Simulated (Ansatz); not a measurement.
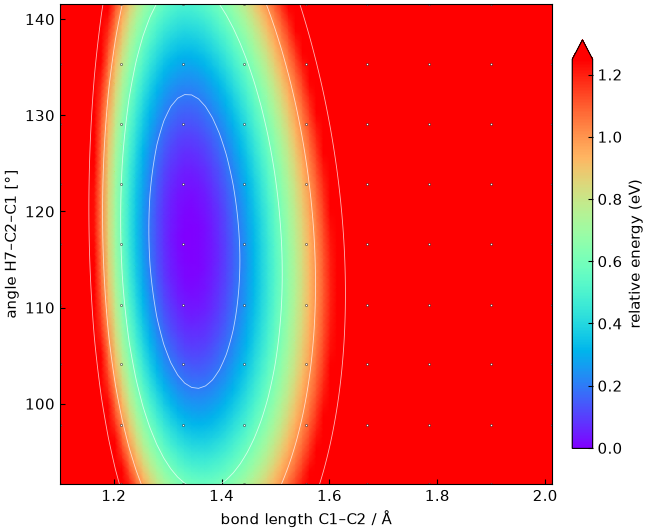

C₂H₄BNa, SMILES C=C[BH][Na]. 
- The first coordinate is: bond length C1–C2; the second: angle H7–C2–C1.
- Nothing is relaxed (all other coordinates rigid).
- The scan uses a 9 × 9 grid.
- Points are written as (first, second).
- All energies are given in eV relative to the relaxed molecule at the same level.
- The reference is spin-restricted, which grows unreliable where a bond is stretched far.
- The calculation used Ansatz, RKS PBE0-D4/def2-TZVP.

The picture shows a smooth colour map with a few white contour lines, dots at the grid points, one colour for all values above the top of the scale. Between grid points the surface is interpolated.

Where is the minimum, and how stiff is the well along each coordinate?

Answer. The interpolated minimum is at bond length C1–C2 ≈ 1.341 Å, angle H7–C2–C1 ≈ 116.6°. The curvatures there are about 55 eV/Å² and 5.7 eV/rad², with a cross term of about 1.9 eV/(Å·rad). Round the minimum the two coordinates are weakly coupled (coupling 0.11 in units of the two stiffnesses).
